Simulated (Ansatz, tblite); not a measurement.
**The cluster GeSe₂+: isomers from a random search**

Which shape does the cluster GeSe₂+ prefer? Candidates from a tight-binding search are relaxed and compared.

Computed with Ansatz 0.2.0, Gaussian basis. Level: relaxed with PBE0-D4/def2-TZVP, doublet.

### 1 The system as given

3 atoms, charge 1, spin multiplicity 2.

Atoms are counted from 1 here; the program's logs count them from 0.

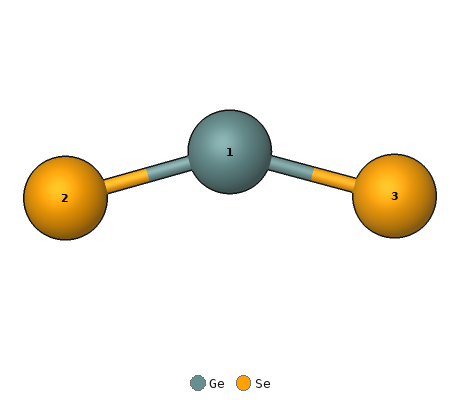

As it starts; germanium teal, selenium orange; atoms are numbered from 1 in the order of the file.

The ion is computed in the gas phase, without counter-ions or solvent.

A search from random starts with GFN1-xTB found 2 distinct shapes; 2 go on here. The structure above is candidate A, which lies 0.00 eV above the lowest at that level; B lies 0.30 eV above the lowest at that level.

### 2 Relaxing candidate A

File in.yaml:

```yaml
crystal:
  periodic: [false, false, false]
  atoms:
    - {symbol: Ge, position_ang: [0.367620, 0.061760, -0.060540]}
    - {symbol: Se, position_ang: [-0.284940, 1.685110, 1.167240]}
    - {symbol: Se, position_ang: [-0.082680, -1.746870, -1.106700]}
basis:
  gaussian: {orbitals: def2-TZVP}
total_charge: 1
magnetization: {spin_polarized: true, initial_magnetization: 1}
hamiltonian: {xc: pbe0, dispersion: d4}
scf: {lower_state_search: "off"}
output: {orbitals: {seedname: orbitals}}
relax: {f_tol: 0.02, max_steps: 100}
```

On the command line:

```console
$ ansatz run in.yaml --threads 4 --pin off --events-out ev --progress --plain --max-ram 3916MiB
```

Log (excerpt; [...] marks lines left out):

```text
Functional definition: PBE0
  name "PBE0"
  cite "Adamo & Barone, J. Chem. Phys. 110, 6158 (1999) doi:10.1063/1.478522"
  cite "Perdew, Burke & Ernzerhof, Phys. Rev. Lett. 77, 3865 (1996) doi:10.1103/PhysRevLett.77.3865"
  parent pbe
[...]
1016 factors; integrals over basis functions are off by at most 2.6e-4 eV
[...]
mean field -187187.09310733 eV, -6878.9987917254 hartree, gradient 8.7e-6 eV, S^2 0.831295; 0 other end points of the search recorded, 0 dependent functions left out
[...]
reference -187187.09313086 eV, -6878.9987925905 hartree; 50, 49 occupied and 94, 95 virtual orbitals, 1016 factors
relax step   1: F+E_penalty+E_count = -187187.18883994 eV  Δ(F+E_penalty+E_count) = +0.000e0 eV  max|allowed force component| = 4.128e-1 eV/Å  Δτ_max = 0.0000 Å  (19 SCF iters, accepted)
[...]
relax step   3: F+E_penalty+E_count = -187187.32245423 eV  Δ(F+E_penalty+E_count) = -7.035e-2 eV  max|allowed force component| = 1.023e-1 eV/Å  Δτ_max = 0.2000 Å  (33 SCF iters, accepted)
[...]
relax step   4: F+E_penalty+E_count = -187187.32933839 eV  Δ(F+E_penalty+E_count) = -6.884e-3 eV  max|allowed force component| = 7.866e-3 eV/Å  Δτ_max = 0.0794 Å  (28 SCF iters, accepted)
Total energy: -187187.32936155 eV, -6879.0074739081 hartree
Atom 0 at     0.006293     0.001057    -0.001036 Å, force    -0.007866    -0.001317     0.001298 eV/Å
Atom 1 at    -0.108497     1.787090     1.184947 Å, force     0.003994    -0.000375    -0.001334 eV/Å
Atom 2 at     0.102204    -1.788147    -1.183911 Å, force     0.003872     0.001692     0.000036 eV/Å
Dipole moment:     0.001863     0.000314    -0.000306 e Å
Checks for a lower state left out: stability, starts, cluster_reference, orbital_swaps, neighbouring_geometries, increment
```

It took 17 s on 4 threads of Arm Neoverse V1, shared host.

Relaxation path:

| step | energy from step 1 (eV) | largest force component (eV/Å) |
| --- | --- | --- |
| 1 | 0.0000 | 0.4128 |
| 2 | -0.0633 | 0.4011 |
| 3 | -0.1336 | 0.1023 |
| 4 | -0.1405 | 0.0079 |

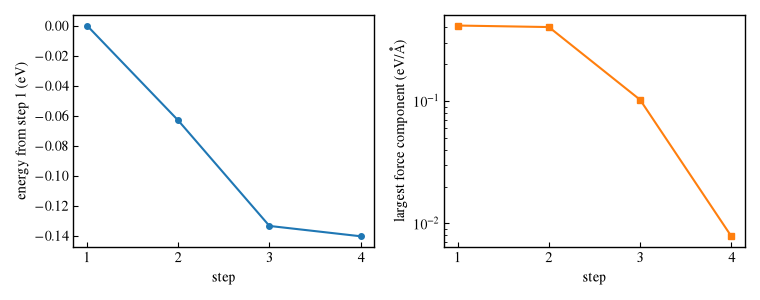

Energy and force, step by step.

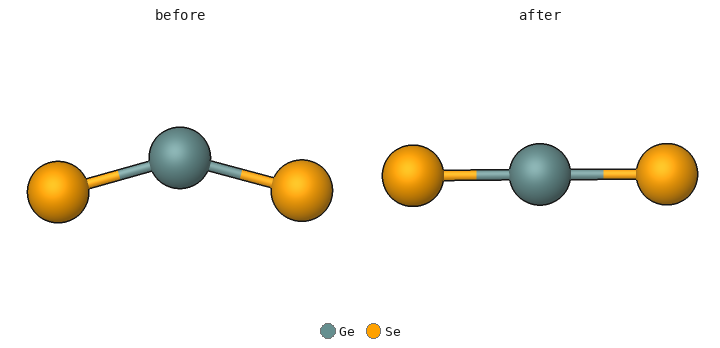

Before and after, at one scale.

Distances of close pairs at the start and the end, largest changes first:

| bond | before (Å) | after (Å) | change (Å) |
| --- | --- | --- | --- |
| Ge1–Se3 | 2.137 | 2.147 | +0.010 |
| Ge1–Se2 | 2.137 | 2.147 | +0.010 |

### 3 Relaxing candidate B

File in.yaml:

```yaml
crystal:
  periodic: [false, false, false]
  atoms:
    - {symbol: Ge, position_ang: [-0.696890, 1.107610, -0.429690]}
    - {symbol: Se, position_ang: [1.316700, -0.115780, -0.231500]}
    - {symbol: Se, position_ang: [-0.619810, -0.991830, 0.661180]}
basis:
  gaussian: {orbitals: def2-TZVP}
total_charge: 1
magnetization: {spin_polarized: true, initial_magnetization: 1}
hamiltonian: {xc: pbe0, dispersion: d4}
scf: {lower_state_search: "off"}
output: {orbitals: {seedname: orbitals}}
relax: {f_tol: 0.02, max_steps: 100}
```

Same command.

Log (excerpt; [...] marks lines left out):

```text
Functional definition: PBE0
  name "PBE0"
  cite "Adamo & Barone, J. Chem. Phys. 110, 6158 (1999) doi:10.1063/1.478522"
  cite "Perdew, Burke & Ernzerhof, Phys. Rev. Lett. 77, 3865 (1996) doi:10.1103/PhysRevLett.77.3865"
  parent pbe
[...]
1019 factors; integrals over basis functions are off by at most 2.4e-4 eV
[...]
mean field -187188.59368593 eV, -6879.0539369721 hartree, gradient 6.4e-6 eV, S^2 0.764487; 0 other end points of the search recorded, 0 dependent functions left out
[...]
reference -187188.59370893 eV, -6879.0539378173 hartree; 50, 49 occupied and 94, 95 virtual orbitals, 1019 factors
relax step   1: F+E_penalty+E_count = -187188.70291575 eV  Δ(F+E_penalty+E_count) = +0.000e0 eV  max|allowed force component| = 9.909e-1 eV/Å  Δτ_max = 0.0000 Å  (17 SCF iters, accepted)
[...]
relax step   2: F+E_penalty+E_count = -187188.75018972 eV  Δ(F+E_penalty+E_count) = -4.727e-2 eV  max|allowed force component| = 5.661e-2 eV/Å  Δτ_max = 0.0543 Å  (28 SCF iters, accepted)
[...]
relax step   3: F+E_penalty+E_count = -187188.75034427 eV  Δ(F+E_penalty+E_count) = -1.545e-4 eV  max|allowed force component| = 1.804e-3 eV/Å  Δτ_max = 0.0022 Å  (19 SCF iters, accepted)
Total energy: -187188.75036734 eV, -6879.0596949076 hartree
Atom 0 at    -0.724066     1.149451    -0.445733 Å, force    -0.001151    -0.000471     0.000504 eV/Å
Atom 1 at     1.322087    -0.141142    -0.219312 Å, force    -0.000019    -0.001333     0.000708 eV/Å
Atom 2 at    -0.598021    -1.008309     0.665035 Å, force     0.001170     0.001804    -0.001212 eV/Å
Dipole moment:    -0.204144     0.324095    -0.125679 e Å
Checks for a lower state left out: stability, starts, cluster_reference, orbital_swaps, neighbouring_geometries, increment
```

Wall time 12 s (4 threads of Arm Neoverse V1, shared host).

The steps of the relaxation:

| step | energy from step 1 (eV) | largest force component (eV/Å) |
| --- | --- | --- |
| 1 | 0.0000 | 0.9909 |
| 2 | -0.0473 | 0.0566 |
| 3 | -0.0474 | 0.0018 |

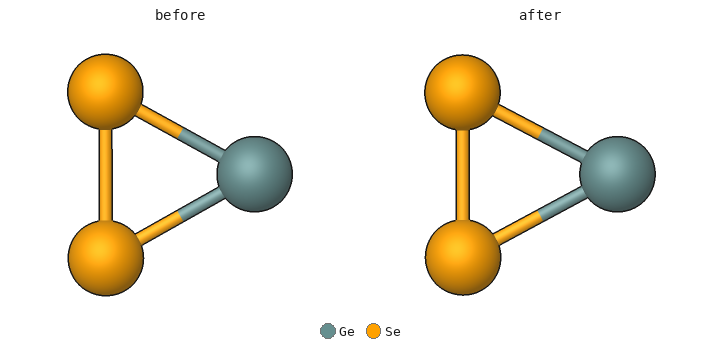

The geometry before (left) and after (right).

Close pairs (by a distance rule), those that changed most:

| bond | before (Å) | after (Å) | change (Å) |
| --- | --- | --- | --- |
| Ge1–Se2 | 2.364 | 2.430 | +0.065 |
| Ge1–Se3 | 2.367 | 2.430 | +0.063 |
| Se2–Se3 | 2.305 | 2.285 | -0.020 |

### 4 The relaxed candidates

| candidate | point group | bonds (count, mean Å) | energy above the lowest (kcal/mol) |
| --- | --- | --- | --- |
| A | Dinfh | Ge–Se 2, 2.15 | 32.8 |
| B | C2v | Ge–Se 2, 2.43; Se–Se 1, 2.28 | 0.0 |

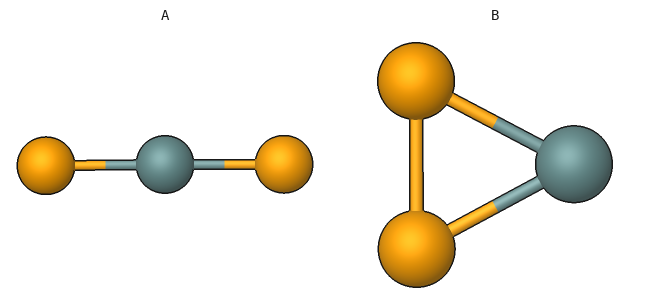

The candidates after relaxation.

### 5 Candidate A, GFN1-xTB

Tight binding, by tblite at 300 K electronic temperature and without a spin-polarisation term:

```python
tblite.interface.Calculator('GFN1-xTB', numbers, positions, charge=1, uhf=1).singlepoint()
```

Energy -215.8892 eV; 0.003 s.

### 6 Candidate A, GFN2-xTB

Tight binding, by tblite at 300 K electronic temperature and without a spin-polarisation term:

```python
tblite.interface.Calculator('GFN2-xTB', numbers, positions, charge=1, uhf=1).singlepoint()
```

Energy -214.2873 eV; 0.003 s.

### 7 Candidate A, PBE0-D4/def2-TZVP

start.molden holds the orbitals of an earlier run on this state, given as this run's starting guess.

File in.yaml:

```yaml
crystal:
  periodic: [false, false, false]
  atoms:
    - {symbol: Ge, position_ang: [0.006293, 0.001057, -0.001036]}
    - {symbol: Se, position_ang: [-0.108497, 1.787090, 1.184947]}
    - {symbol: Se, position_ang: [0.102204, -1.788147, -1.183911]}
basis:
  gaussian: {orbitals: def2-TZVP, initial_orbitals: start.molden}
total_charge: 1
magnetization: {spin_polarized: true, initial_magnetization: 1}
hamiltonian: {xc: pbe0, dispersion: d4}
scf: {omitted_lower_state_checks: [starts]}
output: {orbitals: {seedname: orbitals}}
```

Same command.

Log (excerpt; [...] marks lines left out):

```text
Functional definition: PBE0
  name "PBE0"
  cite "Adamo & Barone, J. Chem. Phys. 110, 6158 (1999) doi:10.1063/1.478522"
  cite "Perdew, Burke & Ernzerhof, Phys. Rev. Lett. 77, 3865 (1996) doi:10.1103/PhysRevLett.77.3865"
  parent pbe
[...]
979 factors; integrals over basis functions are off by at most 1.1e-3 eV
[...]
mean field -187187.23615038 eV, -6879.0040484608 hartree, gradient 4.2e-6 eV, S^2 0.805492; 0 other end points of the search recorded, 0 dependent functions left out
reference -187187.23617354 eV, -6879.0040493120 hartree; 50, 49 occupied and 94, 95 virtual orbitals, 979 factors
Total energy: -187187.32933578 eV, -6879.0074729609 hartree
Checks for a lower state left out: starts
```

It took 25 s on 4 threads of Arm Neoverse V1, shared host; peak memory 0.76 GiB.

HOMO -13.04 eV, LUMO -11.19 eV (over both spins); ⟨S²⟩ 0.805 (pure: 0.75).

### 8 Candidate A, PBE-D4/def2-TZVP

in.yaml, as its differences from that of step 7:

```diff
@@ -10,4 +10,4 @@
 magnetization: {spin_polarized: true, initial_magnetization: 1}
-hamiltonian: {xc: pbe0, dispersion: d4}
+hamiltonian: {xc: pbe, dispersion: d4}
 scf: {omitted_lower_state_checks: [starts]}
-output: {orbitals: {seedname: orbitals}}
+output: {forces: true, orbitals: {seedname: orbitals}}
```

Launched as before.

Log (excerpt; [...] marks lines left out):

```text
Functional definition: PBE
  name "PBE"
  cite "Perdew, Burke & Ernzerhof, Phys. Rev. Lett. 77, 3865 (1996) doi:10.1103/PhysRevLett.77.3865"
  parent pbe
[...]
1132 factors; their error is unknown
[...]
mean field -187182.08525540 eV, -6878.8147565615 hartree, gradient 1.0e-6 eV, S^2 0.764046; 0 other end points of the search recorded, 0 dependent functions left out
[...]
reference -187182.08528615 eV, -6878.8147576915 hartree; 50, 49 occupied and 94, 95 virtual orbitals, 1132 factors
Total energy: -187182.19315527 eV, -6878.8187218087 hartree
Atom 0 at     0.006293     0.001057    -0.001036 Å, force    -0.006568    -0.001103     0.001081 eV/Å
Atom 1 at    -0.108497     1.787090     1.184947 Å, force    -0.021137     0.414927     0.274014 eV/Å
Atom 2 at     0.102204    -1.788147    -1.183911 Å, force     0.027705    -0.413824    -0.275095 eV/Å
Dipole moment:     0.001144     0.000192    -0.000188 e Å
Checks for a lower state left out: starts
```

Run time: 18 s. Hardware: 4 threads of Arm Neoverse V1, shared host.

Report: HOMO -11.99 eV, LUMO -11.90 eV (over both spins); ⟨S²⟩ 0.764 (pure: 0.75).

### 9 Candidate A, r2SCAN-D4/def2-TZVP

in.yaml, as its differences from that of step 8:

```diff
@@ -10,4 +10,4 @@
 magnetization: {spin_polarized: true, initial_magnetization: 1}
-hamiltonian: {xc: pbe, dispersion: d4}
+hamiltonian: {xc: r2scan, dispersion: d4}
 scf: {omitted_lower_state_checks: [starts]}
-output: {forces: true, orbitals: {seedname: orbitals}}
+output: {orbitals: {seedname: orbitals}}
```

The command is unchanged.

Log:

```text
Functional definition: r2SCAN
  name "r2SCAN"
  cite "Furness, Kaplan, Ning, Perdew & Sun, J. Phys. Chem. Lett. 11, 8208 (2020) doi:10.1021/acs.jpclett.0c02405"
  cite "Furness, Kaplan, Ning, Perdew & Sun, J. Phys. Chem. Lett. 11, 9248 (2020) doi:10.1021/acs.jpclett.0c03077"
  parent r2scan
  parameter k0 = 0.174
  parameter k1 = 0.065
  parameter a1 = 4.9479
  exchange = r2scan_x(k0 = k0, k1 = k1, a1 = a1)
  correlation = r2scan_c
these checks for a lower state are left out or cut short: starts
1132 factors; their error is unknown
mean field evaluation 1: about -187209.0325 eV, gradient 7.1e0 eV
mean field evaluation 2: about -187209.0926 eV, gradient 1.1e-1 eV
mean field evaluation 4: about -187209.0285 eV, gradient 9.6e-4 eV
mean field evaluation 8: about -187209.0285 eV, gradient 1.5e-5 eV
mean field -187209.02848884 eV, -6879.8049021278 hartree, gradient 2.3e-6 eV, S^2 0.790874; 0 other end points of the search recorded, 0 dependent functions left out
reference -187209.02850028 eV, -6879.8049025483 hartree; 50, 49 occupied and 94, 95 virtual orbitals, 1132 factors
Total energy: -187209.04968430 eV, -6879.8056810467 hartree
Checks for a lower state left out: starts
```

It took 17 s on 4 threads of Arm Neoverse V1, shared host.

Report: HOMO -12.28 eV, LUMO -11.84 eV (over both spins); ⟨S²⟩ 0.791 (pure: 0.75).

### 10 Candidate A, HF/def2-TZVP

in.yaml, as its differences from that of step 9:

```diff
@@ -10,3 +10,3 @@
 magnetization: {spin_polarized: true, initial_magnetization: 1}
-hamiltonian: {xc: r2scan, dispersion: d4}
+hamiltonian: {xc: hf}
 scf: {omitted_lower_state_checks: [starts]}
```

Same command.

Log:

```text
Functional definition: HF
  name "HF"
  cite "Fock, Z. Phys. 61, 126 (1930) doi:10.1007/BF01340294"
  parent pbe
  exchange = exact_x
  correlation = 0
these checks for a lower state are left out or cut short: starts
979 factors; integrals over basis functions are off by at most 1.1e-3 eV
mean field evaluation 1: about -187071.5805 eV, gradient 2.7e1 eV
mean field evaluation 2: about -187072.6770 eV, gradient 1.7e0 eV
mean field evaluation 4: about -187073.0274 eV, gradient 1.1e0 eV
mean field evaluation 8: about -187073.0373 eV, gradient 7.6e-4 eV
mean field evaluation 16: about -187073.0373 eV, gradient 2.3e-6 eV
mean field -187073.03726130 eV, -6874.8073166937 hartree, gradient 2.3e-6 eV, S^2 1.127742; 0 other end points of the search recorded, 0 dependent functions left out
reference -187073.03726130 eV, -6874.8073166937 hartree; 50, 49 occupied and 94, 95 virtual orbitals, 979 factors
Total energy: -187073.03726130 eV, -6874.8073166937 hartree
Checks for a lower state left out: starts
```

Run time: 11 s. Hardware: 4 threads of Arm Neoverse V1, shared host; peak memory 0.68 GiB.

From the report: HOMO -15.17 eV, LUMO -7.23 eV (over both spins); ⟨S²⟩ 1.128 (pure: 0.75). Doubts: spin contamination.

### 11 Candidate A, PBE-QIDH/def2-TZVP

in.yaml, as its differences from that of step 10:

```diff
@@ -10,4 +10,3 @@
 magnetization: {spin_polarized: true, initial_magnetization: 1}
-hamiltonian: {xc: hf}
+hamiltonian: {xc: {name: PBE-QIDH}}
 scf: {omitted_lower_state_checks: [starts]}
-output: {orbitals: {seedname: orbitals}}
```

Launched as before.

Log (excerpt; [...] marks lines left out):

```text
Functional definition: PBE-QIDH
  name "PBE-QIDH"
  cite "Brémond, Sancho-García, Pérez-Jiménez & Adamo, J. Chem. Phys. 141, 031101 (2014) doi:10.1063/1.4890314"
  cite "Perdew, Burke & Ernzerhof, Phys. Rev. Lett. 77, 3865 (1996) doi:10.1103/PhysRevLett.77.3865"
[...]
979 factors; integrals over basis functions are off by at most 1.1e-3 eV
[...]
mean field -187153.29818826 eV, -6877.7568513568 hartree, gradient 7.3e-6 eV, S^2 0.961477; 0 other end points of the search recorded, 0 dependent functions left out
27 core orbitals not correlated: weight in the atoms' cores, before any rotation towards them, 1.000 or more for the frozen orbitals, at most 0.000 for the correlated occupied ones
reference -187153.29819781 eV, -6877.7568517078 hartree; 23, 22 occupied and 94, 95 virtual orbitals, 979 factors
second order -22.02303710 eV of doubles, -0.00000000 eV of singles
Total energy: -187160.63921018 eV, -6878.0266289363 hartree
Checks for a lower state left out: starts
```

Run time: 26 s. Hardware: 4 threads of Arm Neoverse V1, shared host; peak memory 0.76 GiB.

Report: ⟨S²⟩ 0.961 (pure: 0.75). Doubts: spin contamination.

### 12 Candidate A, CCSD(T)/def2-SVP

File in.yaml:

```yaml
crystal:
  periodic: [false, false, false]
  atoms:
    - {symbol: Ge, position_ang: [0.006293, 0.001057, -0.001036]}
    - {symbol: Se, position_ang: [-0.108497, 1.787090, 1.184947]}
    - {symbol: Se, position_ang: [0.102204, -1.788147, -1.183911]}
basis:
  gaussian: {orbitals: def2-SVP, initial_orbitals: start.molden}
total_charge: 1
magnetization: {spin_polarized: true, initial_magnetization: 1}
correlation: {method: ccsd_t}
scf: {omitted_lower_state_checks: [starts, cluster_reference]}
output: {orbitals: {seedname: orbitals}}
```

Same command.

Log (excerpt; [...] marks lines left out):

```text
Functional definition: HF
  name "HF"
  cite "Fock, Z. Phys. 61, 126 (1930) doi:10.1007/BF01340294"
  parent pbe
[...]
930 factors; integrals over basis functions are off by at most 6.3e-4 eV
[...]
mean field -187049.56833919 eV, -6873.9448497141 hartree, gradient 3.1e-8 eV, S^2 1.123730; 0 other end points of the search recorded, 0 dependent functions left out
27 core orbitals not correlated: weight in the atoms' cores, before any rotation towards them, 1.000 or more for the frozen orbitals, at most 0.000 for the correlated occupied ones
reference -187049.56833919 eV, -6873.9448497141 hartree; 23, 22 occupied and 46, 47 virtual orbitals, 930 factors
second order -17.17260627 eV of doubles, -0.00000000 eV of singles
cycle   1  -16.61032224 eV  change    5.6e-1 eV  update   1.4e-1
[...]
cycle  12  -17.45530314 eV  change    1.8e-5 eV  update   7.7e-6
perturbative correction -0.69308426 eV, -0.0254703766 hartree
Total energy: -187067.71672659 eV, -6874.6117906496 hartree
Checks for a lower state left out: starts, cluster_reference
```

Wall time 33 s (4 threads of Arm Neoverse V1, shared host).

From the report: Hartree-Fock HOMO -15.28 eV, LUMO -7.33 eV (over both spins); ⟨S²⟩ 1.124 (pure: 0.75); T1 0.031. Doubts: spin contamination.

### 13 A against B

The energies of B at these levels come from its own runs, whose logs aren't repeated here.

| level | A above B (kcal/mol) | time |
| --- | --- | --- |
| GFN1-xTB | -6.4 | 0.006 s |
| GFN2-xTB | +16.0 | 0.007 s |
| HF/def2-SVP† | +21.3 |  |
| HF/def2-TZVP† | +24.6 | 15 s |
| PBE-D4/def2-TZVP | +30.9 | 21 s |
| r2SCAN-D4/def2-TZVP | +28.4 | 25 s |
| PBE0-D4/def2-TZVP | +32.8 | 30 s |
| PBE-QIDH/def2-TZVP† | +33.4 | 34 s |
| MP2/def2-SVP† | +32.4 |  |
| CCSD/def2-SVP† | +24.4 |  |
| CCSD(T)/def2-SVP† | +23.8 | 41 s |

Times add the two runs; a level without a time comes out of a correlated run. † marks a level with a doubtful state (flagged, unstable, out of aufbau order, or strongly spin-contaminated); such levels are left out of the summary. CCSD(T)/def2-SVP is no safe reference here (spin contamination).

### 14 Results

```
                                                         quantity                    value
A above B, range of the levels free of doubt, tight binding aside  +28.4 to +32.8 kcal/mol
                                          levels that put A lower                 GFN1-xTB
```

What this shows: The levels disagree on A and B: 1 of 5 put A lower. A random search of this size may have missed the true lowest shape. Only doublets are compared; another spin may lie lower and prefer another shape.
